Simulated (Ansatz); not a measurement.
MgTe: response to strain

Take MgTe in the wurtzite structure (space group P6_3mc, No. 186; a = 4.561 Å, c = 7.413 Å) as the base. Axes: x lies along a and z along c of the hexagonal cell.

Strains are applied to the cell and any free atomic positions relax; under biaxial strain the out-of-plane vector relaxes too.

Method: PBEsol, PAW, 420 eV (Ansatz, a quantum-chemistry and plane-wave program; scalar-relativistic without spin-orbit coupling), earlier PAW set.

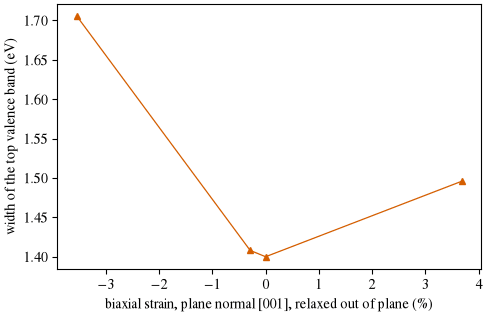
Fig. 1. Width of the top valence band against biaxial strain, plane normal [001], relaxed out of plane

| biaxial strain, plane normal [001], relaxed out of plane (%) | width of the top valence band |
|---|---|
| -3.55 | 1.71 eV |
| -0.29 | 1.41 eV |
| 3.68 | 1.50 eV |

Spin-orbit coupling, missing from the scalar runs, can matter with Te. The levels and masses belong to the bands next to the band gap. Stability against distortions was not tested.
